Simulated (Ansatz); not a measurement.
## Run report: C3H6GeO, geometry relaxation

System: C3H6GeO.
Method: RKS B3LYP-D4/def2-SVP (Ansatz 0.2.0).

It belongs to a series of runs on one base structure; here: end point A relaxed. Figures and captions count atoms from 1; the log counts them from 0 in places.

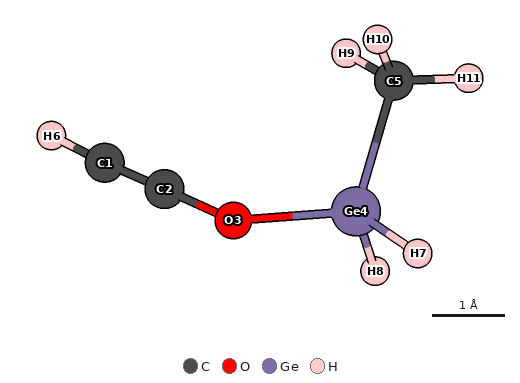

*The structure as given in the input (ball-and-stick view, seen at a tilt; atoms are numbered from 1 in the order of the input). Sticks mark near contacts.*

Bond lengths as drawn: C–C 1.16 Å, C–Ge 1.94 Å, C–H 1.08 to 1.14 Å, C–O 1.36 Å, Ge–H 1.54 to 1.58 Å and Ge–O 1.75 Å.

**The input**
```yaml
crystal:
  periodic: [false, false, false]
  atoms:
    - { symbol: C, position_ang: [-0.0263, 1.7421, 2.2127] }
    - { symbol: C, position_ang: [0.3023, 0.7202, 1.7804] }
    - { symbol: O, position_ang: [0.7049, -0.4805, 1.2914] }
    - { symbol: Ge, position_ang: [-0.0004, -1.2252, -0.1298] }
    - { symbol: C, position_ang: [0.0793, -0.0562, -1.6769] }
    - { symbol: H, position_ang: [-0.4094, 2.737, 2.5677] }
    - { symbol: H, position_ang: [0.6338, -2.5866, -0.4495] }
    - { symbol: H, position_ang: [-1.5336, -1.4561, 0.188] }
    - { symbol: H, position_ang: [-0.4106, 0.935, -1.3852] }
    - { symbol: H, position_ang: [1.1513, 0.1273, -1.8622] }
    - { symbol: H, position_ang: [-0.426, -0.5141, -2.5159] }
basis:
  gaussian: { orbitals: def2-SVP }
hamiltonian:
  xc: b3lyp
  dispersion: d4
relax:
  f_tol: 0.02
  max_steps: 50
output:
  orbitals: {}
```

Hardware: 2 threads of Arm Neoverse V1, 24 GiB of memory available, shared host.

Launched with:
```bash
ansatz run input.yaml --threads 2 --pin off --max-ram 3072MiB --backend cpu --events-out ev --progress --plain --runs-dir out
```

**Log**
```
The last accepted step is kept in [file] (removed where the run ends without a failure and the disk answers)
Engine: ansatz 0.2.0, aarch64-unknown-linux-gnu
Functional definition: B3LYP
  parameter a0 = 0.2
  parameter ax = 0.72
  parameter ac = 0.81
  exchange = (1 - a0 - ax)*slater_x + ax*b88_x + a0*exact_x
  correlation = (1 - ac)*vwn_rpa_c + ac*lyp_c
1302 factors; integrals over basis functions are off by at most 4.1e-4 eV
mean field evaluation 1: about -61752.4786 eV, gradient 6.5e1 eV
mean field evaluation 2: about -61748.2518 eV, gradient 7.6e1 eV
mean field evaluation 4: about -61761.8599 eV, gradient 4.8e0 eV
mean field evaluation 8: about -61761.9419 eV, gradient 5.7e-1 eV
mean field evaluation 16: about -61761.9426 eV, gradient 6.7e-5 eV
mean field -61761.94263521 eV, -2269.7095280958 hartree, gradient 6.7e-5 eV, S^2 0.000000; 0 other end points of the search recorded, 0 dependent functions left out
the calculation of the forces begins
reference -61761.94290773 eV, -2269.7095381107 hartree; 32, 32 occupied and 86, 86 virtual orbitals, 1302 factors
relax step   1: F+E_penalty+E_count = -61762.28798926 eV  Δ(F+E_penalty+E_count) = +0.000e0 eV  max|allowed force component| = 8.214e0 eV/Å  Δτ_max = 0.0000 Å  (27 SCF iters, accepted)
these checks for a lower state are left out or cut short: starts, cluster_reference, orbital_swaps, neighbouring_geometries, increment
1302 factors; integrals over basis functions are off by at most 3.8e-4 eV
mean field -61762.45274661 eV, -2269.7282743440 hartree, gradient 9.0e-6 eV, S^2 0.000000; 0 other end points of the search recorded, 0 dependent functions left out
the calculation of the forces begins
reference -61762.45301885 eV, -2269.7282843486 hartree; 32, 32 occupied and 86, 86 virtual orbitals, 1302 factors
relax step   2: F+E_penalty+E_count = -61762.79751498 eV  Δ(F+E_penalty+E_count) = -5.095e-1 eV  max|allowed force component| = 1.576e0 eV/Å  Δτ_max = 0.1363 Å  (31 SCF iters, accepted)
these checks for a lower state are left out or cut short: starts, cluster_reference, orbital_swaps, neighbouring_geometries, increment
1302 factors; integrals over basis functions are off by at most 3.8e-4 eV
mean field -61762.52037081 eV, -2269.7307594874 hartree, gradient 1.2e-5 eV, S^2 0.000000; 0 other end points of the search recorded, 0 dependent functions left out
the calculation of the forces begins
reference -61762.52064200 eV, -2269.7307694534 hartree; 32, 32 occupied and 86, 86 virtual orbitals, 1302 factors
relax step   3: F+E_penalty+E_count = -61762.86444376 eV  Δ(F+E_penalty+E_count) = -6.693e-2 eV  max|allowed force component| = 4.195e-1 eV/Å  Δτ_max = 0.0462 Å  (32 SCF iters, accepted)
these checks for a lower state are left out or cut short: starts, cluster_reference, orbital_swaps, neighbouring_geometries, increment
1302 factors; integrals over basis functions are off by at most 3.8e-4 eV
mean field evaluation 32: about -61762.4985 eV, gradient 1.3e0 eV
mean field -61762.52540348 eV, -2269.7309444345 hartree, gradient 1.1e-5 eV, S^2 0.000000; 0 other end points of the search recorded, 0 dependent functions left out
the calculation of the forces begins
reference -61762.52567428 eV, -2269.7309543861 hartree; 32, 32 occupied and 86, 86 virtual orbitals, 1302 factors
relax step   4: F+E_penalty+E_count = -61762.87020399 eV  Δ(F+E_penalty+E_count) = -5.760e-3 eV  max|allowed force component| = 1.287e-1 eV/Å  Δτ_max = 0.0279 Å  (33 SCF iters, accepted)
these checks for a lower state are left out or cut short: starts, cluster_reference, orbital_swaps, neighbouring_geometries, increment
1302 factors; integrals over basis functions are off by at most 3.8e-4 eV
mean field -61762.52637330 eV, -2269.7309800747 hartree, gradient 1.0e-5 eV, S^2 0.000000; 0 other end points of the search recorded, 0 dependent functions left out
the calculation of the forces begins
reference -61762.52664360 eV, -2269.7309900080 hartree; 32, 32 occupied and 86, 86 virtual orbitals, 1302 factors
relax step   5: F+E_penalty+E_count = -61762.87303391 eV  Δ(F+E_penalty+E_count) = -2.830e-3 eV  max|allowed force component| = 9.562e-2 eV/Å  Δτ_max = 0.0420 Å  (32 SCF iters, accepted)
these checks for a lower state are left out or cut short: starts, cluster_reference, orbital_swaps, neighbouring_geometries, increment
1302 factors; integrals over basis functions are off by at most 3.8e-4 eV
mean field -61762.52733779 eV, -2269.7310155192 hartree, gradient 1.0e-5 eV, S^2 0.000000; 0 other end points of the search recorded, 0 dependent functions left out
the calculation of the forces begins
reference -61762.52760790 eV, -2269.7310254454 hartree; 32, 32 occupied and 86, 86 virtual orbitals, 1302 factors
relax step   6: F+E_penalty+E_count = -61762.87466718 eV  Δ(F+E_penalty+E_count) = -1.633e-3 eV  max|allowed force component| = 1.743e-2 eV/Å  Δτ_max = 0.0391 Å  (32 SCF iters, accepted)
1302 factors; integrals over basis functions are off by at most 3.8e-4 eV
mean field evaluation 64: about -61762.5273 eV, gradient 3.3e-2 eV
```

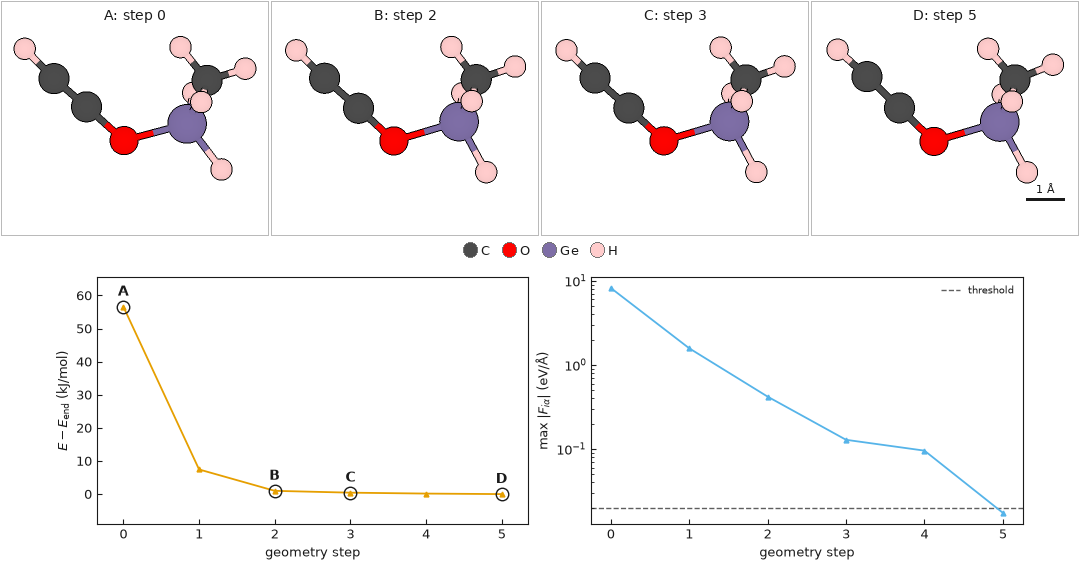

*Frames of the relaxation (ball-and-stick view, seen at a tilt) above the curves, on which the letters mark them (the first geometry is step 0 here and step 1 in the log).*

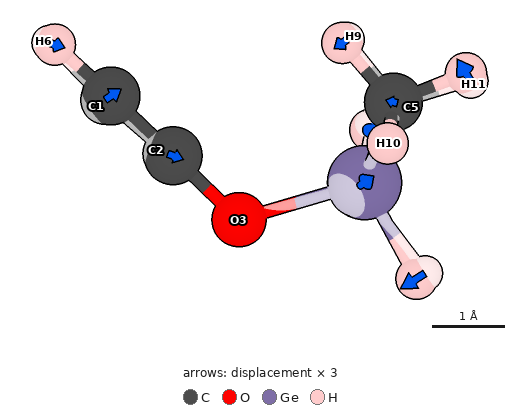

*Start (faint) and end (solid) with the displacements as blue arrows, magnified 3 times (ball-and-stick view, seen at a tilt). The two geometries are laid on each other by the best rigid fit.*

Over 5 geometry steps the energy falls by 56.6 kJ/mol. Largest force component: 8.2 eV/Å at the start, 0.017 eV/Å at the end. The largest move after the best rigid fit is that of H7, 0.14 Å. By element the largest moves are H 0.14 Å, Ge 0.11 Å, C 0.10 Å, O 0.02 Å. Distances before and after: O3–Ge4 1.753 → 1.849 Å, C2–O3 1.358 → 1.293 Å, C1–C2 1.157 → 1.214 Å, C1–H6 1.124 → 1.071 Å. Among the angles that change: O3–Ge4–H7 112.3° → 102.0°, C5–Ge4–H8 106.7° → 113.5°, O3–Ge4–C5 112.0° → 106.5°. (Atoms are counted from 1 in the order of the input.)

```
mean field -61762.52733779 eV, -2269.7310155192 hartree, gradient 1.0e-5 eV, S^2 0.000000; 1 other end points of the search recorded, 0 dependent functions left out
the calculation of the forces begins
reference -61762.52760790 eV, -2269.7310254454 hartree; 32, 32 occupied and 86, 86 virtual orbitals, 1302 factors
Total energy: -61762.87493728 eV, -2269.7437895649 hartree
Atom 0 at    -0.065152     1.741048     2.122587 Å, force     0.002618    -0.017425    -0.014971 eV/Å
Atom 1 at     0.313100     0.658939     1.722258 Å, force     0.002049    -0.006497     0.000940 eV/Å
Atom 2 at     0.721878    -0.491935     1.298338 Å, force    -0.005767     0.002306     0.000107 eV/Å
Atom 3 at    -0.097739    -1.269832    -0.164884 Å, force    -0.010862     0.005793     0.004802 eV/Å
Atom 4 at     0.084070    -0.008498    -1.637470 Å, force     0.002784    -0.002592     0.000695 eV/Å
Atom 5 at    -0.385882     2.691195     2.498315 Å, force     0.001203     0.006639     0.003442 eV/Å
Atom 6 at     0.701923    -2.571784    -0.322930 Å, force     0.002869     0.009346     0.008033 eV/Å
Atom 7 at    -1.559799    -1.517501     0.254579 Å, force     0.006689    -0.003320    -0.002287 eV/Å
Atom 8 at    -0.344999     0.958815    -1.337807 Å, force    -0.002569     0.003605     0.000756 eV/Å
Atom 9 at     1.145943     0.131317    -1.885363 Å, force     0.005927     0.000916    -0.001174 eV/Å
Atom 10 at    -0.448041    -0.378865    -2.526923 Å, force    -0.004941     0.001230    -0.000344 eV/Å
Dipole moment:    -0.185954    -0.224839    -0.608053 e Å
```

**Trajectory as extended XYZ (Å, eV, eV/Å), 6 frames, from step=1 to step=6**
```
11
Properties=species:S:1:pos:R:3:forces:R:3 step=1 energy=-61762.28799
C    -0.0263    1.7421    2.2127   -2.6495   7.4824   2.8943
C     0.3023    0.7202    1.7804    2.6070  -8.2143  -3.5222
O     0.7049   -0.4805    1.2914    0.3486   2.8362   2.4033
Ge   -0.0004   -1.2252   -0.1298   -2.3310  -0.9640  -1.6316
C     0.0793   -0.0562   -1.6769    0.3020   1.6085   1.3138
H    -0.4094    2.7370    2.5677    0.7188  -1.6187  -0.4688
H     0.6338   -2.5866   -0.4495    0.3631   0.0361   0.3783
H    -1.5336   -1.4561    0.1880    0.5204   0.0100   0.0810
H    -0.4106    0.9350   -1.3852    0.4993  -1.0867  -0.5127
H     1.1513    0.1273   -1.8622   -0.1845   0.0920  -0.3985
H    -0.4260   -0.5141   -2.5159   -0.1941  -0.1815  -0.5369
11
Properties=species:S:1:pos:R:3:forces:R:3 step=2 energy=-61762.79751
C    -0.0350    1.7398    2.2047   -0.1625   0.0922  -0.1076
C     0.3176    0.6751    1.7375    0.3150  -0.8895  -0.3574
O     0.7188   -0.4829    1.2479    0.1455   1.5759   1.4414
Ge   -0.1119   -1.2377   -0.1460   -0.3268  -0.6682  -0.9897
C     0.1009   -0.0260   -1.6711   -0.2135   0.4540   0.3768
H    -0.4014    2.6886    2.5704    0.2013  -0.3210  -0.0453
H     0.6797   -2.5617   -0.3236   -0.1400   0.1955   0.0654
H    -1.5848   -1.5054    0.2801    0.2124   0.1164  -0.1076
H    -0.3756    0.9503   -1.4343    0.0906  -0.3415  -0.0882
H     1.1593    0.1704   -1.9090   -0.0629  -0.1961   0.0773
H    -0.4023   -0.4678   -2.5358   -0.0591  -0.0177  -0.2650
11
Properties=species:S:1:pos:R:3:forces:R:3 step=3 energy=-61762.86444
C    -0.0364    1.7386    2.1969    0.0401  -0.4195  -0.2961
C     0.3215    0.6652    1.7478   -0.0930   0.3359   0.1650
O     0.7224   -0.4757    1.2915    0.1165   0.0772   0.1463
Ge   -0.0959   -1.2481   -0.1580   -0.1361  -0.1307  -0.2916
C     0.0768   -0.0223   -1.6711    0.0915  -0.0074   0.0671
H    -0.3931    2.6814    2.5512    0.0272   0.0967   0.1049
H     0.6937   -2.5645   -0.3021   -0.0354   0.1032   0.0096
H    -1.5642   -1.4828    0.2454   -0.0012  -0.0112   0.0401
H    -0.3867    0.9451   -1.4293   -0.0205  -0.0111   0.0531
H     1.1430    0.1433   -1.8865   -0.0183  -0.0059  -0.0453
H    -0.4157   -0.4373   -2.5651    0.0291  -0.0272   0.0468
11
Properties=species:S:1:pos:R:3:forces:R:3 step=4 energy=-61762.87020
C    -0.0403    1.7383    2.1837   -0.0855  -0.0307  -0.1287
C     0.3189    0.6672    1.7386   -0.0025   0.0672   0.0573
O     0.7231   -0.4729    1.2872    0.0452  -0.0658   0.0016
Ge   -0.1039   -1.2557   -0.1656    0.0081   0.0343  -0.0479
C     0.0837   -0.0201   -1.6632   -0.0048  -0.0281   0.0180
H    -0.3929    2.6828    2.5435    0.0477   0.0218   0.0671
H     0.6930   -2.5602   -0.3089    0.0001  -0.0055   0.0034
H    -1.5675   -1.4926    0.2529   -0.0005  -0.0018   0.0041
H    -0.3783    0.9429   -1.4027   -0.0064   0.0123   0.0102
H     1.1475    0.1426   -1.8905   -0.0120  -0.0142   0.0056
H    -0.4180   -0.4293   -2.5541    0.0105   0.0107   0.0093
11
Properties=species:S:1:pos:R:3:forces:R:3 step=5 energy=-61762.87303
C    -0.0573    1.7407    2.1454   -0.0348  -0.0228  -0.0658
C     0.3064    0.6646    1.7165    0.0867  -0.0102   0.0956
O     0.7240   -0.4825    1.2893   -0.0540   0.0401  -0.0079
Ge   -0.1007   -1.2648   -0.1664   -0.0094  -0.0030   0.0098
C     0.0830   -0.0134   -1.6454    0.0039   0.0001  -0.0564
H    -0.3779    2.6872    2.5302    0.0020   0.0081   0.0061
H     0.6992   -2.5670   -0.3127    0.0037  -0.0043  -0.0115
H    -1.5630   -1.5087    0.2526   -0.0014  -0.0050   0.0044
H    -0.3653    0.9527   -1.3706    0.0046  -0.0091   0.0252
H     1.1468    0.1376   -1.8800   -0.0064   0.0027   0.0006
H    -0.4300   -0.4036   -2.5381    0.0051   0.0035  -0.0003
11
Properties=species:S:1:pos:R:3:forces:R:3 step=6 energy=-61762.87467
C    -0.0652    1.7410    2.1226    0.0026  -0.0174  -0.0150
C     0.3131    0.6589    1.7223    0.0020  -0.0065   0.0009
O     0.7219   -0.4919    1.2983   -0.0058   0.0023   0.0001
Ge   -0.0977   -1.2698   -0.1649   -0.0109   0.0058   0.0048
C     0.0841   -0.0085   -1.6375    0.0028  -0.0026   0.0007
H    -0.3859    2.6912    2.4983    0.0012   0.0066   0.0034
H     0.7019   -2.5718   -0.3229    0.0029   0.0093   0.0080
H    -1.5598   -1.5175    0.2546    0.0067  -0.0033  -0.0023
H    -0.3450    0.9588   -1.3378   -0.0026   0.0036   0.0008
H     1.1459    0.1313   -1.8854    0.0059   0.0009  -0.0012
H    -0.4480   -0.3789   -2.5269   -0.0049   0.0012  -0.0003
```

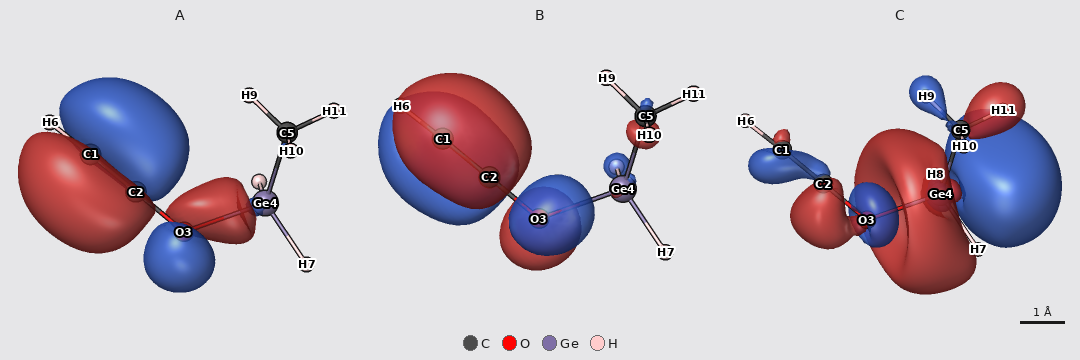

*Three frontier orbitals at ±0.08 Å⁻³ᐟ² (red and blue are the two phases).*

A is the HOMO−1 (−6.65 eV). B is the HOMO (−6.34 eV). C is the LUMO (−0.11 eV). By Hirshfeld shares it lies mainly on Ge4 (55 %) and O3 (15 %). The HOMO–LUMO gap is 6.23 eV between the orbital energies.

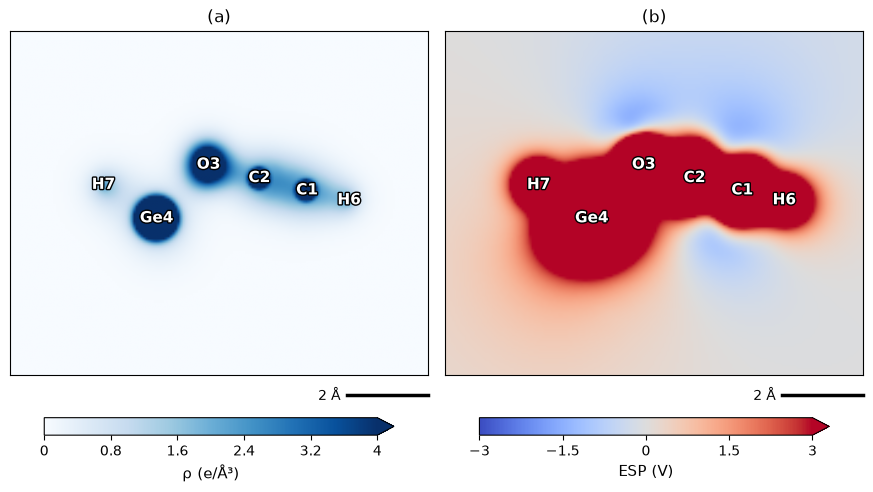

*(a) total electron density; (b) electrostatic potential on the plane of atoms O3, Ge4 and H7.*

The plane passes through C, O, Ge and H nuclei. C–C (1.21 Å): ρ at the midpoint is about 2.6 e/Å³. C–O (1.29 Å): ρ is about 2.6 e/Å³ halfway.

**Key numbers**

```tsv
quantity	value
outcome	converged
total energy	−61762.8749 eV
mean-field energy	−61762.5276 eV
largest force (length of the vector) at the end	0.023 eV/Å
wall time	26 s (CPU time 51 s)
peak memory	0.3 GiB
```
